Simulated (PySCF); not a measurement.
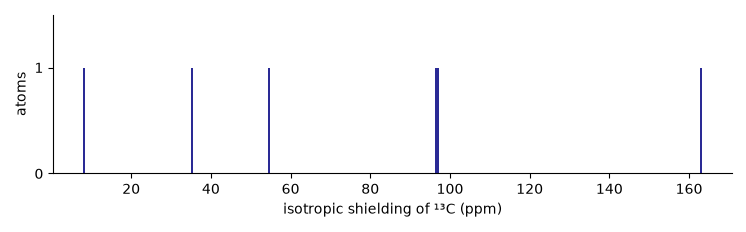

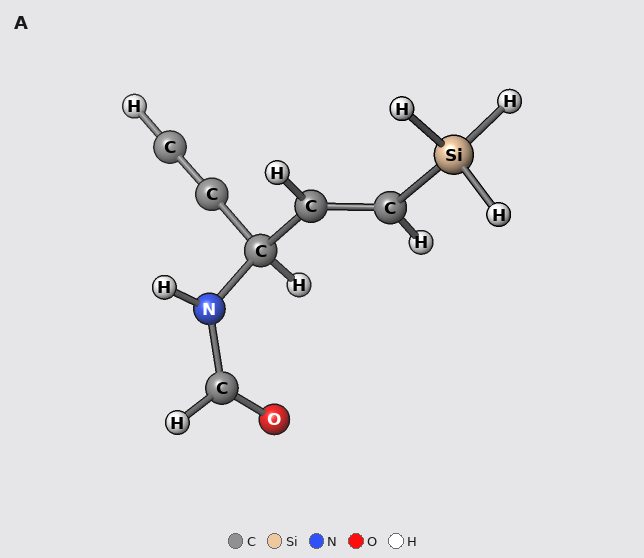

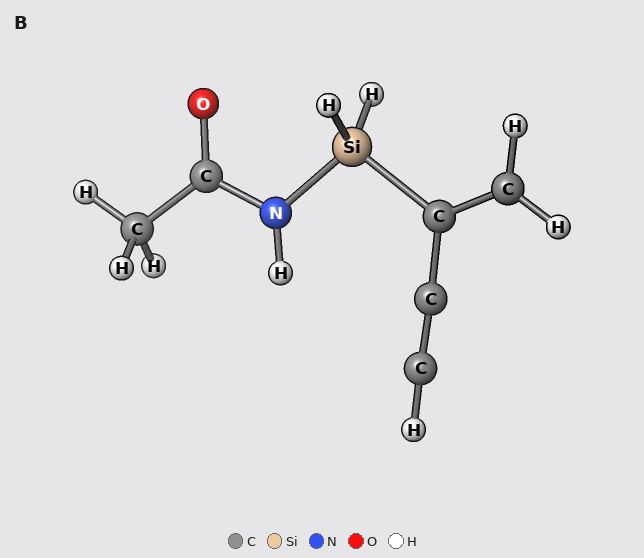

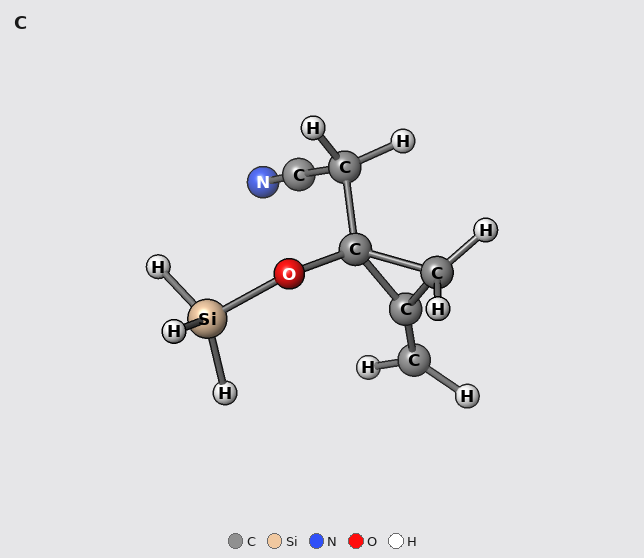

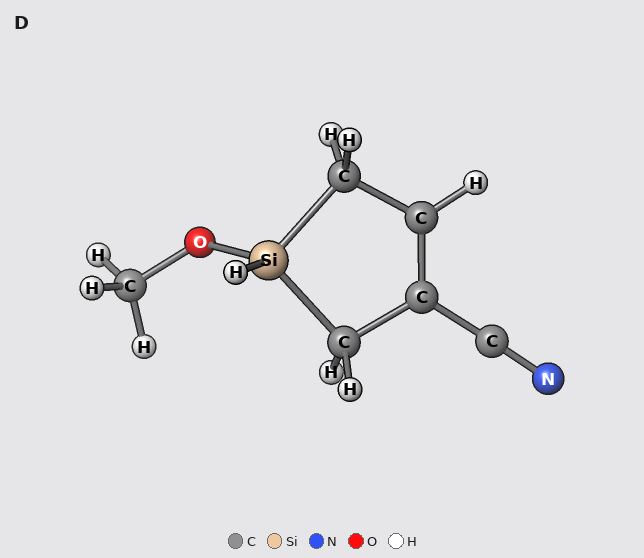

The sticks are computed shieldings of one of the molecules, for one fixed geometry (GFN2-xTB) without averaging over rotations. Low shielding means a high chemical shift. Method: GIAO PBE0/pcSseg-1 NMR shielding, non-relativistic, gas phase (PySCF 2.14.0).

### Which molecule gives this pattern?

B, `C#CC(=C)[SiH2]NC(C)=O`. Its 6 C atoms give lines at 8.2, 35.4, 54.6, 96.4, 97.0, 163.0 ppm.

The geometry is semi-empirical. Around Si such bond lengths and angles can be off by a tenth of an ångström or more and by several degrees, and values that hang on the shape move with them.
